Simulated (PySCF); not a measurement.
CH9FSi2, SMILES `[SiH3][SiH3].CF`.

PySCF calculation, r2SCAN/def2-TZVP, gas phase; geometry: GFN2-xTB.

Geometry (Å), atoms numbered from 1:

```
Si1     -1.2294   -1.1387   -0.0382
Si2     -1.1685    1.1651   -0.0037
H3      -0.5195   -1.7649    1.0758
H4      -2.6012   -1.6581   -0.0053
H5      -0.6357   -1.6865   -1.2677
H6      -0.5459    1.7212   -1.2146
H7      -0.4268    1.7198    1.1281
H8      -2.5096    1.7577    0.0504
C9       2.4995    0.0319   -0.5335
F10      1.9935   -0.0931    0.7282
H11      2.3016    1.0476   -0.8762
H12      1.9989   -0.6974   -1.1704
H13      3.5718   -0.1622   -0.4873
```

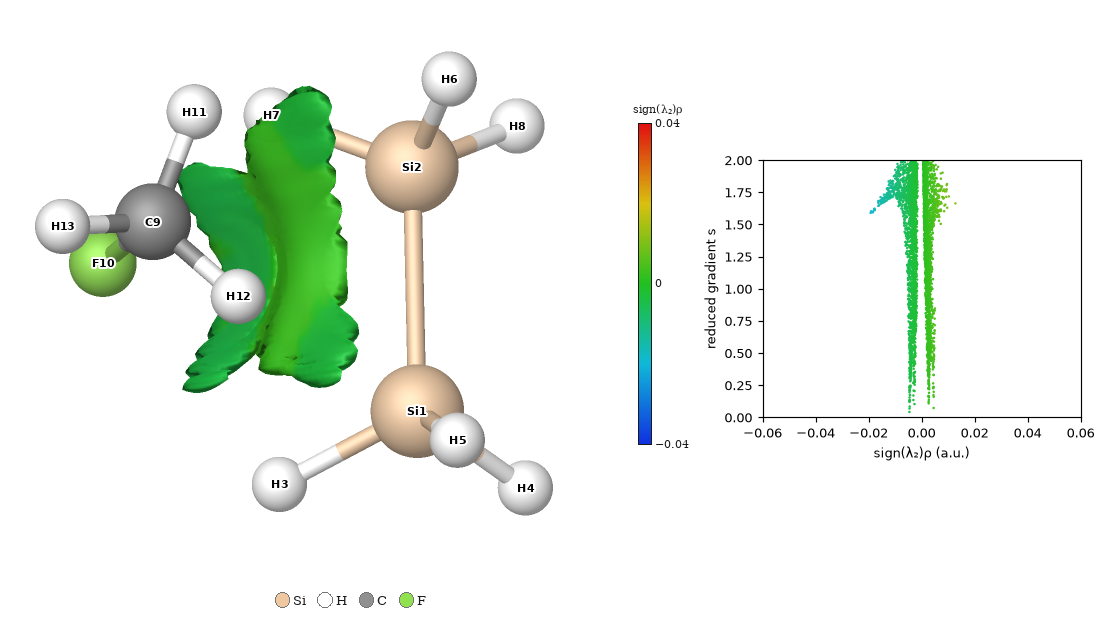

Non-covalent interaction surfaces between the fragments (reduced density gradient s = 0.6, coloured by sign(λ₂)ρ in a.u.; trimmed to the region between the fragments where ρ is under 0.06 a.u.). Fragment A: Si2H6 (atoms 1–8); fragment B: H3CF. The plot gives s against sign(λ₂)ρ for grid points between the fragments.

### Which interactions hold the two fragments together?

Bond critical points between the fragments: H5···H12, H···H contact, 2.82 Å, ρ = 0.003 a.u.; H6···H11, H···H contact, 2.95 Å, ρ = 0.003 a.u.; Si1···F10, 3.47 Å, ρ = 0.005 a.u., a bond path close to vanishing (ellipticity 9.4). All are weak and appear green (van der Waals range). Several contacts close a ring, whose ring point adds a part with positive λ₂ between them. The pose is a local one from a semi-empirical search, not shown to be the most stable.

### How strongly are they bound?

The counterpoise-corrected interaction energy of the frozen fragments is −1.3 kcal/mol without dispersion correction and −1.9 kcal/mol with D3(BJ). The pair geometry is semi-empirical, not a minimum at this level.
